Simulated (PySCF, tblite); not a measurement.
# C7H11N: dynamics, then NMR shifts on frames, part 2 of 2

tblite 0.8.0 and PySCF 2.14.0. Atoms count from 0.

## Step 6: Shielding tensors: 800 fs, PBE0/pcSseg-1

Job settings and geometry (Å):

```
{"job": {"kind": "nmr", "xc": "PBE0", "basis": "pcSseg-1", "pop": false}, "charge": 0, "multiplicity": 1}
C     -2.451200     0.238000    -0.445200
C     -1.206700    -0.021400    -0.780600
C     -0.041500     0.211900     0.162800
C      0.764600     1.461000    -0.145600
C      1.971400     1.433000     0.703500
N      2.488700     0.429900     1.307900
C      1.970200    -0.888000     1.130300
C      0.900900    -0.986500     0.080400
H     -3.277000     0.159800    -1.141900
H     -2.734400     0.414200     0.573800
H     -0.973700    -0.139300    -1.877000
H     -0.427500     0.298400     1.195900
H      0.229000     2.435800    -0.025200
H      1.105100     1.489700    -1.190500
H      2.479300     2.390900     0.909600
H      2.857900    -1.558400     1.002500
H      1.646900    -1.210400     2.105800
H      1.399900    -0.972200    -0.865000
H      0.392200    -1.942100     0.168900
```

Method: GIAO PBE0/pcSseg-1 NMR shielding, non-relativistic, gas phase.

The program printed:

```text
coarse grid: 15488 points
cycle   1  E = -327.5294444448  dE =  1.105e+00  |g| = 4.323e-01  |ddm| = 3.891e+00
cycle   2  E = -327.5065828500  dE =  2.286e-02  |g| = 5.551e-01  |ddm| = 1.022e+00
cycle   3  E = -327.5767649222  dE = -7.018e-02  |g| = 1.418e-01  |ddm| = 6.072e-01
cycle   4  E = -327.5808747139  dE = -4.110e-03  |g| = 4.115e-02  |ddm| = 1.308e-01
cycle   5  E = -327.5812544652  dE = -3.798e-04  |g| = 7.497e-03  |ddm| = 4.647e-02
cycle   6  E = -327.5812649018  dE = -1.044e-05  |g| = 3.022e-03  |ddm| = 1.004e-02
cycle   7  E = -327.5812670928  dE = -2.191e-06  |g| = 4.647e-04  |ddm| = 2.756e-03
final grid: 148544 points
cycle   8  E = -327.6293440916  dE = -4.750e-05  |g| = 7.972e-03  |ddm| = 3.724e-02
cycle   9  E = -327.6293401977  dE =  3.894e-06  |g| = 9.029e-03  |ddm| = 1.628e-02
cycle  10  E = -327.6293607136  dE = -2.052e-05  |g| = 1.174e-03  |ddm| = 8.766e-03
cycle  11  E = -327.6293609965  dE = -2.829e-07  |g| = 4.340e-04  |ddm| = 1.223e-03
cycle  12  E = -327.6293610347  dE = -3.817e-08  |g| = 1.138e-04  |ddm| = 4.167e-04
cycle  13  E = -327.6293610374  dE = -2.734e-09  |g| = 3.706e-05  |ddm| = 1.267e-04
cycle  14  E = -327.6293610377  dE = -2.856e-10  |g| = 1.363e-05  |ddm| = 3.854e-05
converged SCF energy = -327.6293610377

GIAO shielding tensors (ppm)
atom      isotropic    diamagn.    paramagn.     s11        s22        s33       span
  0 C       63.500     254.094    -190.593    -47.331     81.032    156.800    204.132
  1 C       33.445     253.951    -220.506    -90.452     49.513    141.273    231.725
  2 C      144.099     247.304    -103.205    125.574    143.287    163.435     37.861
  3 C      146.146     249.897    -103.751    121.228    150.330    166.881     45.653
  4 C       16.129     250.943    -234.814    -96.773     21.733    123.426    220.199
  5 N     -125.849     329.040    -454.889   -496.122   -160.406    278.982    775.104
  6 C      132.854     244.745    -111.891    110.032    129.804    158.727     48.695
  7 C      157.229     248.847     -91.617    149.149    153.140    169.400     20.251
  8 H       26.333      29.007      -2.673     23.568     25.174     30.258      6.690
  9 H       26.376      32.386      -6.010     22.654     25.641     30.833      8.179
 10 H       25.125      30.661      -5.535     23.491     23.995     27.890      4.398
 11 H       29.442      34.337      -4.895     26.924     27.927     33.474      6.549
 12 H       28.904      30.512      -1.608     25.408     27.270     34.035      8.627
 13 H       29.533      31.158      -1.625     27.389     27.618     33.591      6.202
 14 H       23.399      26.827      -3.428     20.436     23.250     26.512      6.075
 15 H       26.886      27.442      -0.556     23.206     25.184     32.268      9.062
 16 H       27.948      30.147      -2.199     25.091     26.388     32.364      7.272
 17 H       30.744      33.131      -2.387     26.886     29.809     35.536      8.650
 18 H       30.244      31.983      -1.739     26.026     29.171     35.536      9.509
```

Run time: 41 s. Hardware: 1 thread of Intel Xeon Platinum 8259CL at 2.50GHz, shared host; peak memory 0.91 GiB.

Key values: δ C4 170.8, C1 153.5, C0 123.4, C6 54.1, H14 8.32, H10 6.59 ppm.

## Step 7: Shielding tensors: 1000 fs, PBE0/pcSseg-1

Job settings and geometry (Å):

```
{"job": {"kind": "nmr", "xc": "PBE0", "basis": "pcSseg-1", "pop": false}, "charge": 0, "multiplicity": 1}
C     -2.364100     0.724700    -0.853400
C     -1.124500     0.372200    -1.139000
C     -0.062800     0.293300    -0.056700
C      0.933200     1.470700    -0.347200
C      2.165800     1.361200     0.584600
N      2.586400     0.268600     1.087500
C      1.988600    -0.973800     0.733400
C      0.822600    -0.941100    -0.281800
H     -3.098500     0.837900    -1.620900
H     -2.652500     0.840200     0.155400
H     -0.776000     0.238800    -2.135800
H     -0.509200     0.334100     0.969200
H      0.462500     2.464100    -0.306000
H      1.331300     1.399500    -1.335900
H      2.714800     2.249900     0.847400
H      2.892900    -1.578000     0.420500
H      1.627500    -1.382300     1.687000
H      1.167900    -0.908400    -1.290100
H      0.311800    -1.915100    -0.193400
```

Level: GIAO PBE0/pcSseg-1 NMR shielding, non-relativistic, gas phase.

The program printed:

```text
coarse grid: 15488 points
cycle   1  E = -327.5254073064  dE =  9.872e-01  |g| = 4.255e-01  |ddm| = 3.854e+00
cycle   2  E = -327.5059294747  dE =  1.948e-02  |g| = 5.386e-01  |ddm| = 9.236e-01
cycle   3  E = -327.5707146348  dE = -6.479e-02  |g| = 1.394e-01  |ddm| = 5.350e-01
cycle   4  E = -327.5747383084  dE = -4.024e-03  |g| = 3.894e-02  |ddm| = 1.250e-01
cycle   5  E = -327.5750800562  dE = -3.417e-04  |g| = 7.237e-03  |ddm| = 4.277e-02
cycle   6  E = -327.5750899445  dE = -9.888e-06  |g| = 2.960e-03  |ddm| = 9.699e-03
final grid: 148544 points
cycle   7  E = -327.6249484081  dE = -4.599e-05  |g| = 1.028e-02  |ddm| = 3.827e-02
cycle   8  E = -327.6249305135  dE =  1.789e-05  |g| = 1.335e-02  |ddm| = 2.237e-02
cycle   9  E = -327.6249756934  dE = -4.518e-05  |g| = 1.783e-03  |ddm| = 1.297e-02
cycle  10  E = -327.6249764653  dE = -7.720e-07  |g| = 3.792e-04  |ddm| = 1.629e-03
cycle  11  E = -327.6249764978  dE = -3.246e-08  |g| = 1.037e-04  |ddm| = 3.550e-04
cycle  12  E = -327.6249765002  dE = -2.432e-09  |g| = 2.753e-05  |ddm| = 1.056e-04
cycle  13  E = -327.6249765004  dE = -1.572e-10  |g| = 9.020e-06  |ddm| = 2.784e-05
converged SCF energy = -327.6249765004

GIAO shielding tensors (ppm)
atom      isotropic    diamagn.    paramagn.     s11        s22        s33       span
  0 C       67.295     254.040    -186.744    -47.289     88.516    160.658    207.947
  1 C       31.546     256.076    -224.529    -96.724     49.511    141.852    238.576
  2 C      141.883     244.792    -102.910    124.311    137.059    164.279     39.968
  3 C      143.253     251.667    -108.414    120.686    144.732    164.342     43.657
  4 C       17.913     251.528    -233.615    -93.609     25.579    121.771    215.380
  5 N     -126.119     328.801    -454.920   -498.899   -156.084    276.625    775.524
  6 C      128.245     244.167    -115.923    114.525    122.597    147.611     33.086
  7 C      152.552     249.464     -96.912    141.997    150.216    165.442     23.445
  8 H       26.610      29.193      -2.583     23.202     25.610     31.019      7.817
  9 H       26.519      33.050      -6.531     22.281     25.836     31.439      9.158
 10 H       25.938      33.009      -7.070     22.350     25.811     29.655      7.305
 11 H       29.000      33.259      -4.259     26.069     27.785     33.146      7.076
 12 H       29.520      31.553      -2.033     26.065     28.211     34.284      8.218
 13 H       30.545      33.106      -2.560     28.684     28.878     34.073      5.389
 14 H       23.684      28.096      -4.412     21.474     23.059     26.520      5.046
 15 H       26.434      27.360      -0.925     22.492     25.228     31.583      9.091
 16 H       27.305      29.472      -2.168     23.673     26.256     31.985      8.312
 17 H       30.772      33.831      -3.059     27.152     29.859     35.305      8.153
 18 H       29.783      31.896      -2.114     25.878     28.380     35.089      9.211
```

It took 46 s on 1 thread of Intel Xeon Platinum 8259CL at 2.50GHz, shared host; peak memory 1 GiB.

This run: δ C4 169.0, C1 155.4, C0 119.6, C6 58.7, H14 8.03, H10 5.78 ppm.

## Step 8: Run by run: NMR shifts

Shifts (ppm) of some atoms, chosen among heavy atoms and hydrogens apart, with basis size and wall time:

| frame | C6 | C2 | C7 | C3 | H11 | H17 | N5 | functions | time |
| --- | --- | --- | --- | --- | --- | --- | --- | --- | --- |
| 250 fs | 52.4 | 50.9 | 43.1 | 42.3 | 2.96 | 2.54 | 391.7 | 191 | 42 s |
| 425 fs | 59.3 | 37.5 | 35.1 | 38.0 | 1.37 | 1.45 | 390.0 | 191 | 46 s |
| 625 fs | 60.9 | 39.3 | 34.1 | 43.9 | 2.10 | 1.16 | 386.5 | 191 | 42 s |
| 800 fs | 54.1 | 42.8 | 29.7 | 40.8 | 2.28 | 0.97 | 393.6 | 191 | 41 s |
| 1000 fs | 58.7 | 45.0 | 34.4 | 43.7 | 2.72 | 0.95 | 393.8 | 191 | 46 s |

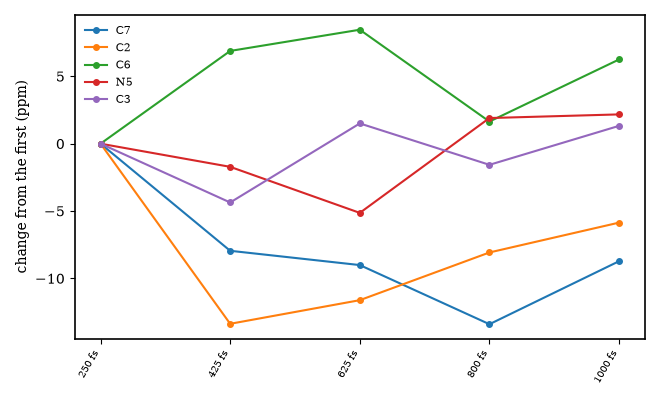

How five of the tabulated atoms move from run to run.

## Step 9: Results

What follows sums up all 2 parts.

| quantity | value |
| --- | --- |
| thermostat | 200 K |
| mean temperature, second half | 198 K |
| mean potential energy above the minimum | 0.42 eV |
| 13C shifts against TMS (PBE0/pcSseg-1, 250 fs) | 169.0, 153.8, 118.8, 52.4, 50.9, 43.1, 42.3 ppm |
| 1H shifts against TMS (PBE0/pcSseg-1, 250 fs) | 8.30, 6.28, 5.40, 4.71, 4.27, 3.18, 2.96, 2.84, 2.75, 2.54, 2.43 ppm |
| 15N shifts against NH3 (PBE0/pcSseg-1, 250 fs) | 391.7 ppm |
| range of the shift of C7 | 29.7 to 43.1 ppm |

**Reading.** In the second half the potential energy averages 0.42 eV above the minimum; equipartition over 51 harmonic modes at 200 K would give 0.44 eV. With 19 atoms the temperature swings widely (106 to 283 K). Shifts at one fixed geometry are not the observed spectrum, which averages over the motion. In the first frame run (250 fs): The largest span, 792 ppm, is at N5, where the paramagnetic term is -452 ppm. Across the 5 runs the shift of C7 moves most, between 29.7 (800 fs) and 43.1 ppm (250 fs).
